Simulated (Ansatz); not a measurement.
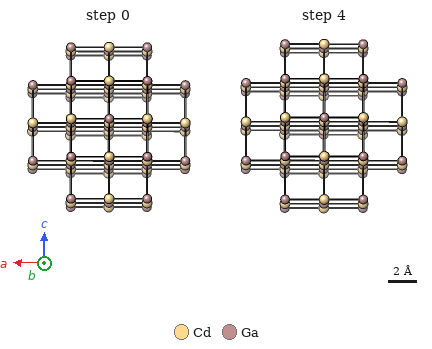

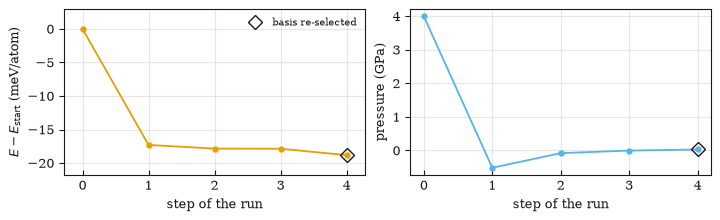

First and last geometry of a relaxation of solid CdGa (built on the rock salt_225 type), with the history of the run. Style: ball-and-stick. Shown: the conventional cell (4 times the calculation's cell), from a free direction. Lengths and directions refer to the drawn axes.

Case: rock salt type (Fm-3m, No. 225).

Level of theory: Ansatz 0.2.0, DFT r2SCAN, scalar-relativistic, plane waves, PAW. Settings: plane-wave cutoff 500 eV; k-point mesh 18 × 18 × 18; occupations gaussian; smearing width 0.1 eV; no spin polarisation; cell and atoms relaxed; force threshold 0.01 eV/Å; at most 80 steps.

What do the curves and the structures tell?

Answer. It converged. The energy falls by 18.8 meV per atom in 3 accepted moves (4 points after the start). All forces vanish by symmetry, so only the cell relaxes. The pressure goes from 4.00 to 0.03 GPa. At 1 point the geometry stayed and the basis and grid were re-selected for the new cell (energy shift of 1.0 meV per atom at most each time). No atom moves by more than 0.005 Å relative to the cell. The volume changes by +7.7 %, with a = b = c 5.521 → 5.659 Å (+2.5 %). Some distances before and after: Cd–Ga 2.761 → 2.830 Å. The space group stays Fm-3m (No. 225). The run took about 3 core-minutes on a shared host.

```csv
step,"E − E(0), meV/atom","pressure, GPa","volume, Å³/atom",note
0,0.00,4.00,21.038,
1,-17.30,-0.51,22.924,
2,-17.84,-0.08,22.692,
3,-17.86,0.00,22.653,
4,-18.82,0.03,22.653,"same geometry, new basis"
```
